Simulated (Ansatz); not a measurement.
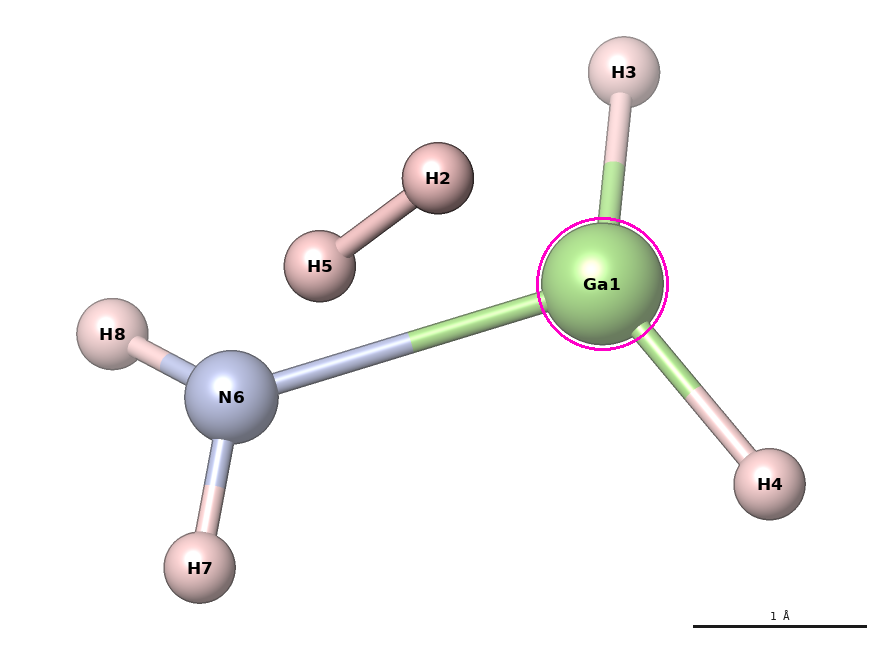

Figure made from data computed with Ansatz.

Orthographic view. Depth is shown by fading: the farther an atom, the more it takes the colour of the background. Geometry: start.

> Name the neighbours of the circled atom.

The circled atom is Ga1; it is bonded to H3, H4, N6.

> Of N6 and H8, which is nearer the viewer?

N6; the bond to H8 points away from the viewer, so it looks shorter than its 1.02 Å.

> Which atom is farthest from the viewer?

H3, 1.2 Å behind the mean position.

> Which atom is nearest the viewer?

H2, 1.4 Å in front of the mean position.
